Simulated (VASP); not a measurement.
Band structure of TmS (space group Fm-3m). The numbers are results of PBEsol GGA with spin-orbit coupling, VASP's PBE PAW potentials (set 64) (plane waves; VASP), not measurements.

The 4f electrons are frozen in the core of the lanthanide potential, so 4f levels, which can set the real gap, and their magnetism are missing.

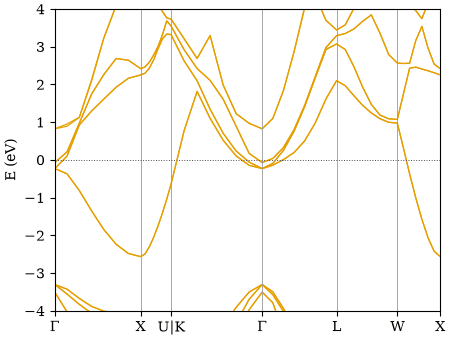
*Bands along high-symmetry lines, zero at the valence-band maximum or, without a gap, the Fermi level*

Problem. Read the plot: is there a gap, and where are the band edges?

Solution. It has no gap at this level: it comes out as a metal or semimetal.

The structure comes from a computed database's TmS entry (Fm-3m); how it stands against other phases isn't given here. It was relaxed first.
